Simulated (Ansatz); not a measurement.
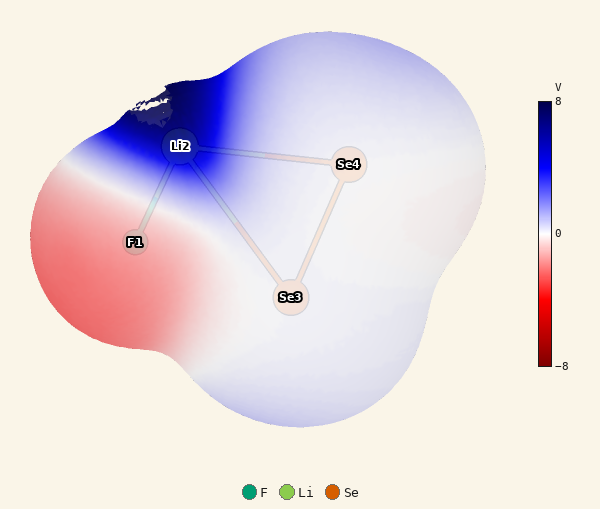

FLiSe2 (SMILES [F][Li]1[Se][Se]1) (triplet). The molecular electrostatic potential painted on the density surface at 0.002 e/bohr³, seen across its widest extent; red is negative and blue positive.

Geometry: PBE0-D3(BJ)/def2-SVP.

Level of theory: Ansatz, isolated molecule in a Gaussian basis; Kohn-Sham density functional theory, functional PBE0.

**Where is the surface potential most negative and most positive?**

The most negative region (about −2.3 V, or −53 kcal/mol for a unit charge) lies over F1, the most positive (about +7.4 V, or +171 kcal/mol for a unit charge) over Li2.
